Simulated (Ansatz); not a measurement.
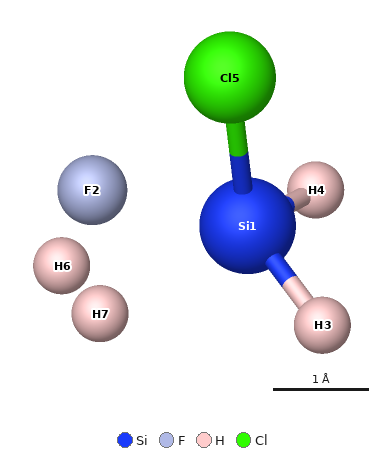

The starting structure (ball-and-stick view, seen at a tilt; atoms are numbered from 1 in the order of the input). Bond lengths as drawn: Cl–Si 2.00 Å and H–Si 1.45 to 1.46 Å.

**Geometry relaxation, with input and output: SiH$_{4}$ClF**

System: SiH$_{4}$ClF.
Method: UKS B3LYP/STO-3G (Ansatz 0.2.0).

The input holds or restrains some coordinates. It belongs to a series of runs on one base structure; here: pulled along the bonds that form and break, towards end A. Figures and captions count atoms from 1; the log counts them from 0 in places.

Output:
```
The last accepted step is kept in [file] (removed where the run ends without a failure and the disk answers)
Engine: ansatz 0.2.0, x86_64-unknown-linux-gnu
Functional definition: B3LYP
  parameter a0 = 0.2
  parameter ax = 0.72
  parameter ac = 0.81
  exchange = (1 - a0 - ax)*slater_x + ax*b88_x + a0*exact_x
  correlation = (1 - ac)*vwn_rpa_c + ac*lyp_c
351 factors; integrals over basis functions are off by at most 1.2e-5 eV
mean field evaluation 1: about -22909.6644 eV, gradient 1.9e1 eV
mean field evaluation 2: about -22907.0546 eV, gradient 3.0e1 eV
mean field evaluation 4: about -22912.5057 eV, gradient 1.0e0 eV
mean field evaluation 8: about -22912.5089 eV, gradient 2.8e-3 eV
mean field -22912.50889396 eV, -842.0191711969 hartree, gradient 8.9e-6 eV, S^2 0.000000; 0 other end points of the search recorded, 0 dependent functions left out
the calculation of the forces begins
reference -22912.50904643 eV, -842.0191767999 hartree; 22, 22 occupied and 5, 5 virtual orbitals, 351 factors
relax step   1: F+E_penalty+E_count = -22912.50889396 eV  Δ(F+E_penalty+E_count) = +0.000e0 eV  max|allowed force component| = 3.427e0 eV/Å  E_restraint = 28.29875116 eV  max|allowed force component, restraints' pulls added| = 2.970e1 eV/Å  Δτ_max = 0.0000 Å  (23 SCF iters, accepted)
  distance Si 0 - H 6 = 1.8759 Å
  distance H 5 - F 1 = 1.2098 Å
  distance Si 0 - F 1 = 2.0004 Å
  distance H 5 - H 6 = 0.9809 Å
these checks for a lower state are left out or cut short: starts, cluster_reference, orbital_swaps, neighbouring_geometries, increment
351 factors; integrals over basis functions are off by at most 1.0e-5 eV
mean field evaluation 16: about -22913.0610 eV, gradient 8.3e-2 eV
mean field -22913.05487754 eV, -842.0392357231 hartree, gradient 7.7e-6 eV, S^2 0.000000; 0 other end points of the search recorded, 0 dependent functions left out
[... from here on the field's lines of each further geometry are left out, up to the last ...]
relax step   2: F+E_penalty+E_count = -22913.05487754 eV  Δ(F+E_penalty+E_count) = -5.460e-1 eV  max|allowed force component| = 4.241e0 eV/Å  E_restraint = 12.83918574 eV  max|allowed force component, restraints' pulls added| = 1.974e1 eV/Å  Δτ_max = 0.1949 Å  (29 SCF iters, accepted)
relax step   3: F+E_penalty+E_count = -22913.50115562 eV  Δ(F+E_penalty+E_count) = -4.463e-1 eV  max|allowed force component| = 4.540e0 eV/Å  E_restraint = 3.87295862 eV  max|allowed force component, restraints' pulls added| = 8.435e0 eV/Å  Δτ_max = 0.1947 Å  (26 SCF iters, accepted)
relax step   4: F+E_penalty+E_count = -22914.50260224 eV  Δ(F+E_penalty+E_count) = -1.001e0 eV  max|allowed force component| = 3.165e0 eV/Å  E_restraint = 0.21469686 eV  max|allowed force component, restraints' pulls added| = 2.092e0 eV/Å  Δτ_max = 0.1971 Å  (25 SCF iters, accepted)
relax step   5: F+E_penalty+E_count = -22915.16529851 eV  Δ(F+E_penalty+E_count) = -6.627e-1 eV  max|allowed force component| = 2.044e0 eV/Å  E_restraint = 0.09415163 eV  max|allowed force component, restraints' pulls added| = 9.676e-1 eV/Å  Δτ_max = 0.1947 Å  (24 SCF iters, accepted)
relax step   6: F+E_penalty+E_count = -22915.43520678 eV  Δ(F+E_penalty+E_count) = -2.699e-1 eV  max|allowed force component| = 2.033e0 eV/Å  E_restraint = 0.09132205 eV  max|allowed force component, restraints' pulls added| = 8.030e-1 eV/Å  Δτ_max = 0.1999 Å  (25 SCF iters, accepted)
relax step   7: F+E_penalty+E_count = -22915.39611694 eV  Δ(F+E_penalty+E_count) = +3.909e-2 eV  max|allowed force component| = 3.211e0 eV/Å  E_restraint = 0.04919752 eV  max|allowed force component, restraints' pulls added| = 1.856e0 eV/Å  Δτ_max = 0.0866 Å  (20 SCF iters, accepted)
relax step   8: F+E_penalty+E_count = -22915.44859773 eV  Δ(F+E_penalty+E_count) = -5.248e-2 eV  max|allowed force component| = 2.495e0 eV/Å  E_restraint = 0.06612624 eV  max|allowed force component, restraints' pulls added| = 8.308e-1 eV/Å  Δτ_max = 0.1189 Å  (20 SCF iters, accepted)
relax step   9: F+E_penalty+E_count = -22915.45355090 eV  Δ(F+E_penalty+E_count) = -4.953e-3 eV  max|allowed force component| = 1.332e0 eV/Å  E_restraint = 0.37736866 eV  max|allowed force component, restraints' pulls added| = 4.207e0 eV/Å  Δτ_max = 0.1959 Å  (21 SCF iters, rejected (line search))
the calculation of the forces begins
reference -22915.47770770 eV, -842.1282730892 hartree; 22, 22 occupied and 5, 5 virtual orbitals, 351 factors
relax step  10: F+E_penalty+E_count = -22915.47754838 eV  Δ(F+E_penalty+E_count) = -2.895e-2 eV  max|allowed force component| = 2.010e0 eV/Å  E_restraint = 0.08458031 eV  max|allowed force component, restraints' pulls added| = 5.907e-2 eV/Å  Δτ_max = 0.0972 Å  (20 SCF iters, accepted)
```

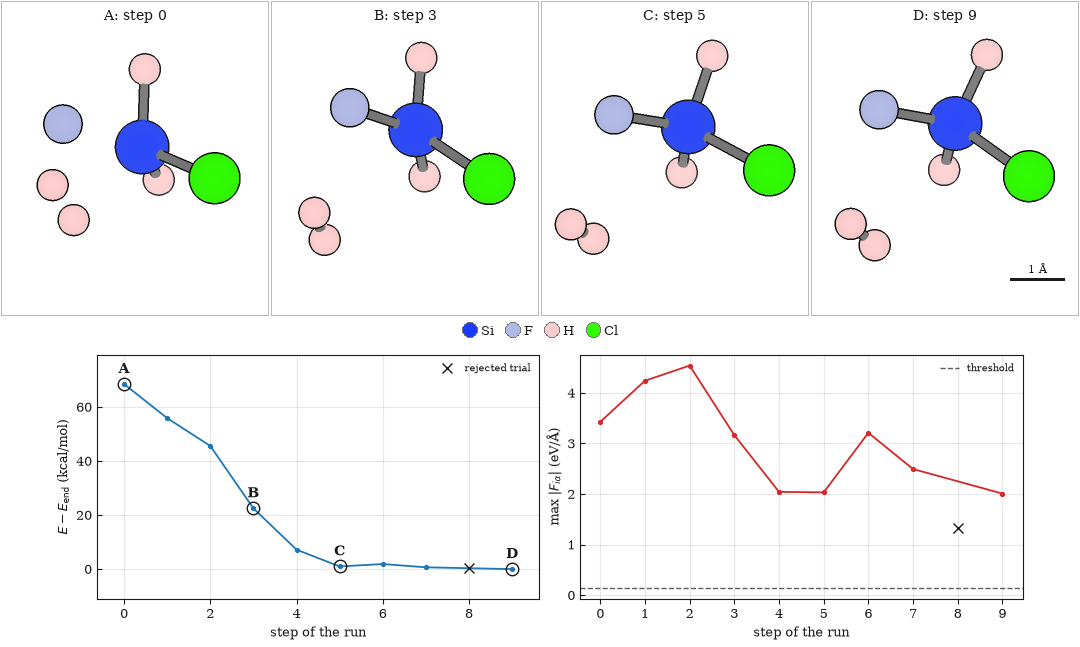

Frames of the restrained relaxation (ball-and-stick view, seen at a tilt) above the curves, on which the letters mark them (the first geometry is step 0 here and step 1 in the log).

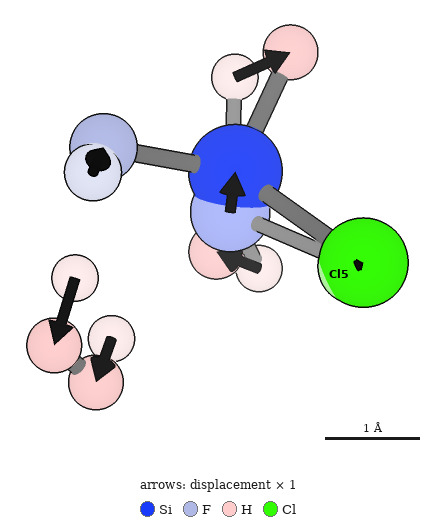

Start (faint) and end (solid) with the displacements as black arrows, at true length (ball-and-stick view, seen at a tilt). The two geometries are laid on each other by the best rigid fit. The largest move after the best rigid fit is that of H6, 0.76 Å. By element the largest moves are H 0.76 Å, F 0.47 Å, Si 0.45 Å, Cl 0.09 Å. Distances before and after: Si1–F2 2.000 → 1.655 Å, H6–H7 0.981 → 0.690 Å, Si1–Cl5 1.996 → 2.117 Å, Si1–H3 1.457 → 1.449 Å. New bonds form: H6–H7 (0.98 → 0.69 Å). Among the angles that change: H3–Si1–H4 106.5° → 111.9°, H4–Si1–Cl5 110.8° → 107.3°, H3–Si1–Cl5 110.0° → 107.5°. After 9 geometry steps the energy has fallen by 68.5 kcal/mol. Largest force component: 3.4 eV/Å at the start, 2 eV/Å at the end. The line search rejected the trial step at point 8 (counted from 0) and went back. (Atoms are counted from 1 in the order of the input.)

```
  distance Si 0 - H 6 = 2.7323 Å
  distance H 5 - F 1 = 2.1821 Å
  distance Si 0 - F 1 = 1.6549 Å
  distance H 5 - H 6 = 0.6897 Å
351 factors; integrals over basis functions are off by at most 1.1e-5 eV
mean field -22915.47754838 eV, -842.1282672344 hartree, gradient 4.4e-5 eV, S^2 0.000000; 1 other end points of the search recorded, 0 dependent functions left out
the calculation of the forces begins
reference -22915.47770770 eV, -842.1282730892 hartree; 22, 22 occupied and 5, 5 virtual orbitals, 351 factors
Total energy: -22915.47770770 eV, -842.1282730892 hartree
Atom 0 at    -0.428856    -0.686195     0.001808 Å, force     0.269868    -0.102701     0.633260 eV/Å
Atom 1 at     0.611937    -0.364487     1.247645 Å, force    -0.480546    -0.197762    -0.557789 eV/Å
Atom 2 at     0.231702    -0.599200    -1.285243 Å, force    -0.013112    -0.022722     0.020404 eV/Å
Atom 3 at    -1.052585    -1.979520     0.202735 Å, force    -0.001522     0.002454    -0.011675 eV/Å
Atom 4 at    -1.969135     0.765938     0.024930 Å, force     0.000563    -0.011002    -0.011137 eV/Å
Atom 5 at     1.432974     1.375896     0.218746 Å, force     0.820601    -0.318584     1.936539 eV/Å
Atom 6 at     1.174063     1.487767    -0.410622 Å, force    -0.595852     0.650317    -2.009601 eV/Å
Dipole moment:     0.368106    -0.433220    -0.086172 e Å
```

Trajectory as extended XYZ (Å, eV, eV/Å), 10 frames, from step=1 to step=10:
```
7
Properties=species:S:1:pos:R:3:forces:R:3 step=1 energy=-22912.50889
Si   -0.2889   -0.3677   -0.2848    3.3696  -1.1746   2.3047
F     0.6509    0.0551    1.4297   -0.4252   0.4515  -3.4275
H    -0.1111   -0.5768   -1.7160    0.1172   0.1126   0.1148
H    -0.4703   -1.6829    0.3058   -0.3225  -0.2071  -0.3785
Cl   -1.8866    0.7834    0.0427   -2.5647   1.5428   0.2466
H     1.0996    0.8025    0.5908   -0.0385  -0.4187   1.0724
H     1.0065    0.9866   -0.3682   -0.1359  -0.3066   0.0675
7
Properties=species:S:1:pos:R:3:forces:R:3 step=2 energy=-22913.05488
Si   -0.3435   -0.4703   -0.2136    2.4320   0.7005   2.6793
F     0.5537   -0.0504    1.4307   -1.1404  -0.3266  -4.2408
H    -0.1123   -0.5759   -1.6984    0.4759   0.4403   1.3845
H    -0.4803   -1.7167    0.3147   -1.2089  -2.8697   0.2591
Cl   -1.9143    0.7966    0.0461   -1.6614   0.8850  -0.0334
H     1.1505    0.9010    0.4473    0.3011   0.5471  -0.8527
H     1.1464    1.1159   -0.3268    0.8017   0.6234   0.8041
7
Properties=species:S:1:pos:R:3:forces:R:3 step=3 energy=-22913.50116
Si   -0.3880   -0.5400   -0.1346    2.4755   2.5309   0.8214
F     0.4482   -0.1700    1.4259   -0.5718   0.1746  -3.5481
H    -0.1032   -0.5670   -1.6675    0.3200   0.3284   2.3013
H    -0.5030   -1.7703    0.3214   -1.5857  -4.5400   0.5386
Cl   -1.9292    0.8037    0.0439   -1.4282   0.6468  -0.0564
H     1.2330    1.0264    0.3233    0.1336  -1.0170   4.0390
H     1.2422    1.2175   -0.3125    0.6564   1.8761  -4.0959
7
Properties=species:S:1:pos:R:3:forces:R:3 step=4 energy=-22914.50260
Si   -0.4183   -0.5929   -0.0727    0.6741   0.6463   0.3067
F     0.3531   -0.2809    1.3930    0.5569   0.8133  -1.5603
H    -0.0858   -0.5561   -1.5587    0.4217   0.2465   1.6778
H    -0.5837   -1.9149    0.3086   -1.3206  -2.0925  -0.3622
Cl   -1.9763    0.8098    0.0391   -0.6731   0.0300  -0.0769
H     1.3509    1.1747    0.2691    0.0382  -0.8264   3.1652
H     1.3600    1.3605   -0.3784    0.3027   1.1827  -3.1503
7
Properties=species:S:1:pos:R:3:forces:R:3 step=5 energy=-22915.16530
Si   -0.4385   -0.6270   -0.0401   -0.2681  -0.4518   1.4127
F     0.4146   -0.2741    1.3467    0.1969   0.2882  -1.2236
H    -0.0245   -0.5307   -1.4243    0.6740   0.2010   0.1775
H    -0.7389   -2.0160    0.2485   -0.6460  -0.0291  -0.3407
Cl   -2.0367    0.7699    0.0256   -0.1902  -0.2666   0.0047
H     1.4426    1.2878    0.2626    0.2038  -0.2939   2.0134
H     1.3815    1.3902   -0.4191    0.0296   0.5521  -2.0440
7
Properties=species:S:1:pos:R:3:forces:R:3 step=6 energy=-22915.43521
Si   -0.4770   -0.6263   -0.0219   -0.1377  -0.7825   0.9689
F     0.5322   -0.2375    1.2248   -0.3660  -0.1128  -0.5196
H     0.0867   -0.5548   -1.3408    0.2931   0.2918  -0.2172
H    -0.9325   -1.9918    0.2053   -0.0737   0.2003  -0.0229
Cl   -2.1678    0.6410    0.0466    0.0243   0.0525  -0.0275
H     1.5875    1.4212    0.2693    0.6540   0.2418   1.8515
H     1.3710    1.3485   -0.3833   -0.3940   0.1088  -2.0332
7
Properties=species:S:1:pos:R:3:forces:R:3 step=7 energy=-22915.39612
Si   -0.4728   -0.6375   -0.0086    0.0037  -0.4149   0.9251
F     0.5268   -0.2408    1.2455   -0.4016  -0.1936  -0.5341
H     0.1262   -0.5255   -1.3086    0.2449   0.1760  -0.2341
H    -0.9430   -1.9949    0.1944   -0.0834   0.0477   0.0055
Cl   -2.1500    0.6487    0.0370   -0.0115   0.0335  -0.0125
H     1.6054    1.3530    0.2190    1.5395  -0.1862   3.0611
H     1.3076    1.3971   -0.3787   -1.2915   0.5374  -3.2110
7
Properties=species:S:1:pos:R:3:forces:R:3 step=8 energy=-22915.44860
Si   -0.4426   -0.6586    0.0100    0.1696  -0.4822   0.5779
F     0.5715   -0.3155    1.2711   -0.4479  -0.1812  -0.5794
H     0.2092   -0.5436   -1.2798    0.0226   0.0286   0.0620
H    -1.0144   -1.9890    0.1830    0.0848   0.1948   0.0070
Cl   -2.0485    0.7107    0.0344   -0.0629   0.0989   0.0040
H     1.5016    1.3354    0.1948    1.1135  -0.4562   2.4231
H     1.2233    1.4609   -0.4135   -0.8797   0.7973  -2.4946
7
Properties=species:S:1:pos:R:3:forces:R:3 step=9 energy=-22915.45355 accepted=F
Si   -0.4318   -0.6885    0.0283    0.3585   0.1080   0.4161
F     0.5729   -0.3366    1.2975   -0.5089  -0.3234  -0.5750
H     0.2802   -0.5260   -1.2305   -0.1589  -0.2347   0.1139
H    -1.0448   -1.9995    0.1762    0.0877   0.1040   0.0206
Cl   -1.9889    0.7490    0.0075   -0.0171  -0.0553   0.0274
H     1.5392    1.2179    0.1083   -1.0931   0.9949  -1.1095
H     1.0733    1.5840   -0.3872    1.3318  -0.5934   1.1064
7
Properties=species:S:1:pos:R:3:forces:R:3 step=10 energy=-22915.47755
Si   -0.4289   -0.6862    0.0018    0.2699  -0.1027   0.6333
F     0.6119   -0.3645    1.2476   -0.4805  -0.1978  -0.5578
H     0.2317   -0.5992   -1.2852   -0.0131  -0.0227   0.0204
H    -1.0526   -1.9795    0.2027   -0.0015   0.0025  -0.0117
Cl   -1.9691    0.7659    0.0249    0.0006  -0.0110  -0.0111
H     1.4330    1.3759    0.2187    0.8206  -0.3186   1.9365
H     1.1741    1.4878   -0.4106   -0.5959   0.6503  -2.0096
```

This output came from the following input.

Input:
```yaml
crystal:
  periodic: [false, false, false]
  atoms:
    - { symbol: Si, position_ang: [-0.2889, -0.3677, -0.2848] }
    - { symbol: F, position_ang: [0.6509, 0.0551, 1.4297] }
    - { symbol: H, position_ang: [-0.1111, -0.5768, -1.716] }
    - { symbol: H, position_ang: [-0.4703, -1.6829, 0.3058] }
    - { symbol: Cl, position_ang: [-1.8866, 0.7834, 0.0427] }
    - { symbol: H, position_ang: [1.0996, 0.8025, 0.5908] }
    - { symbol: H, position_ang: [1.0065, 0.9866, -0.3682] }
magnetization:
  spin_polarized: true
basis:
  gaussian: { orbitals: STO-3G }
hamiltonian:
  xc: b3lyp
relax:
  f_tol: 0.15
  max_steps: 25
  restrain:
    - { distance: [0, 6], at: 2.72, k: 30.0 }
    - { distance: [5, 1], at: 2.18, k: 30.0 }
    - { distance: [0, 1], at: 1.68, k: 30.0 }
    - { distance: [5, 6], at: 0.62, k: 30.0 }
```

Command:
```bash
ansatz run input.yaml --threads 1 --pin off --max-ram 2048MiB --backend cpu --events-out ev --progress --plain --runs-dir out
```

Key numbers:

| quantity | value |
| --- | --- |
| outcome | converged under the restraints of the input |
| total energy | −22915.4777 eV |
| mean-field energy | −22915.4777 eV |
| largest force (length of the vector) at the end, held atoms and coordinates included | 2.195 eV/Å |
| hardware | 1 thread of Intel Xeon (Sapphire Rapids), 64 GiB of memory available, shared host |
| wall time | 14 s |
| peak memory | 0.15 GiB |
